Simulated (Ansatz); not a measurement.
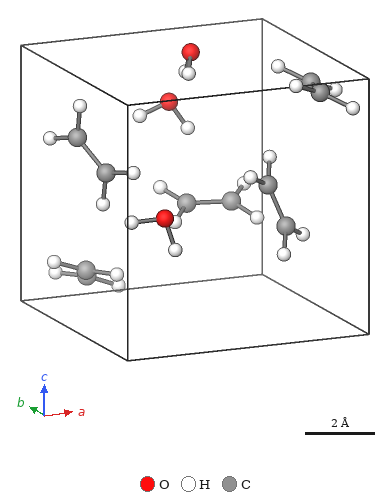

Starting frame of a dynamics run of a periodic cell with 3 H2O + 5 C2H4 at 0.717 g/cm³. Style: ball-and-stick. Shown: the simulation cell, slightly off an axis.

Computed with DFT PBE, scalar-relativistic, plane waves, PAW (Ansatz).

Input
```yaml
crystal:
  lattice:
    - [7.663094, 0.0, 0.0]
    - [0.0, 7.663094, 0.0]
    - [0.0, 0.0, 7.663094]
  atoms:
    - { symbol: O, position: [0.19173714, 0.08975387, 0.51067267] }
    - { symbol: H, position: [0.06783205, 0.12082644, 0.50014991] }
    - { symbol: H, position: [0.22856827, 0.0751521, 0.38701008] }
    - { symbol: O, position: [0.47231603, 0.48264074, 0.04011945] }
    - { symbol: H, position: [0.41883935, 0.38069675, -0.01404339] }
    - { symbol: H, position: [0.48832634, 0.56727138, -0.05673442] }
    - { symbol: O, position: [0.49554074, 0.73863807, 0.78379288] }
    - { symbol: H, position: [0.37579824, 0.74169844, 0.74054825] }
    - { symbol: H, position: [0.56528899, 0.72076679, 0.67838721] }
    - { symbol: C, position: [0.07092327, 0.63666176, 0.71202954] }
    - { symbol: C, position: [0.14741365, 0.54090184, 0.58773592] }
    - { symbol: H, position: [0.01457037, 0.76524806, 0.68437773] }
    - { symbol: H, position: [0.06125901, 0.59089025, 0.84672149] }
    - { symbol: H, position: [0.15563695, 0.58838089, 0.45358077] }
    - { symbol: H, position: [0.20321051, 0.41141433, 0.61214158] }
    - { symbol: C, position: [0.74974784, 0.2164951, 0.39321558] }
    - { symbol: C, position: [0.69031942, 0.25097732, 0.55291487] }
    - { symbol: H, position: [0.85369754, 0.29355832, 0.33244898] }
    - { symbol: H, position: [0.69484902, 0.11184827, 0.31311243] }
    - { symbol: H, position: [0.74401903, 0.35740226, 0.63154539] }
    - { symbol: H, position: [0.58431819, 0.1747522, 0.61089275] }
    - { symbol: C, position: [0.22433832, -0.09683965, 0.11396356] }
    - { symbol: C, position: [0.29284752, 0.05038222, 0.05026653] }
    - { symbol: H, position: [0.09003093, -0.10139951, 0.16143571] }
    - { symbol: H, position: [0.29857629, -0.21842317, 0.11799935] }
    - { symbol: H, position: [0.21610612, 0.17047454, 0.04384131] }
    - { symbol: H, position: [0.42535831, 0.05332805, -0.0013129] }
    - { symbol: C, position: [0.74552594, 0.71889795, 0.37406857] }
    - { symbol: C, position: [0.57409797, 0.75106764, 0.37614227] }
    - { symbol: H, position: [0.84128006, 0.8181953, 0.41017024] }
    - { symbol: H, position: [0.79541192, 0.59154319, 0.33434756] }
    - { symbol: H, position: [0.52091067, 0.87804657, 0.41384616] }
    - { symbol: H, position: [0.48134534, 0.65058097, 0.33548841] }
    - { symbol: C, position: [0.84467894, 0.19917477, 0.95106011] }
    - { symbol: C, position: [0.80857046, 0.02851804, 0.95453602] }
    - { symbol: H, position: [0.9682201, 0.24717917, 0.89698283] }
    - { symbol: H, position: [0.75228267, 0.29712315, 0.99935004] }
    - { symbol: H, position: [0.90121775, -0.06820378, 0.90582637] }
    - { symbol: H, position: [0.68533025, -0.02399052, 1.00493733] }
basis:
  ecutwfc: 420.0
kpoints:
  mp_grid: { grid: [1, 1, 1] }
hamiltonian:
  xc: pbe
scf:
  occupations: { method: fermi_dirac, width: 0.05 }
  lower_state_search: "off"
md:
  timestep: 0.75
  n_steps: 200
  ensemble: nvt_langevin
  temperature: 400.0
  initial_velocities: maxwell_boltzmann
  seed: 796192
  friction: 0.02
```

Launched with:
```bash
ansatz run input.yaml --threads 1 --pin off --max-ram 3072MiB --backend cpu --events-out ev --progress --plain --runs-dir out
```

What does the trajectory do?

Over the second half the temperature averages 393 K (spread ±37 K). The potential energy in the second half lies on average 38.5 meV per atom above the first frame. In the second half of the run the atoms are, in the root-mean-square, this far from where they began (common drift taken out): H 0.85 Å, O 0.57 Å, C 0.52 Å. The heavy atoms stay within a fraction of a molecule's size of their starting places; so short a run doesn't tell a liquid from a solid.

Along the run (each row but the first and the last is the mean over the interval that it begins):

```json
{"time (fs)": "0.0", "potential energy (meV/atom)": "0.0", "T (K)": "390"}
{"time (fs)": "15.0", "potential energy (meV/atom)": "29.0", "T (K)": "332"}
{"time (fs)": "30.0", "potential energy (meV/atom)": "30.8", "T (K)": "353"}
{"time (fs)": "45.0", "potential energy (meV/atom)": "33.7", "T (K)": "365"}
{"time (fs)": "60.0", "potential energy (meV/atom)": "36.7", "T (K)": "356"}
{"time (fs)": "75.0", "potential energy (meV/atom)": "37.7", "T (K)": "366"}
{"time (fs)": "90.0", "potential energy (meV/atom)": "39.5", "T (K)": "381"}
{"time (fs)": "105.0", "potential energy (meV/atom)": "40.5", "T (K)": "401"}
{"time (fs)": "120.0", "potential energy (meV/atom)": "39.5", "T (K)": "381"}
{"time (fs)": "135.0", "potential energy (meV/atom)": "35.4", "T (K)": "433"}
{"time (fs)": "150.0", "potential energy (meV/atom)": "37.5", "T (K)": "458"}
```

The paths of the atoms:

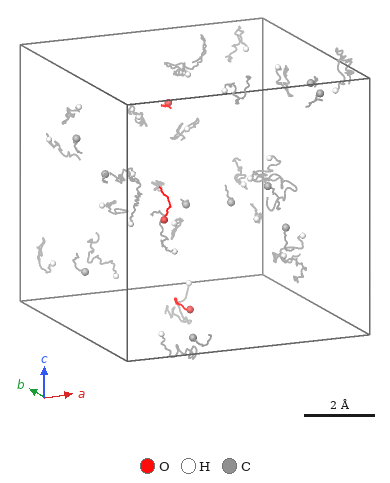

Limits of the set-up: the periodic images lie only 7.7 Å apart, so the values are limited by the cell's size.
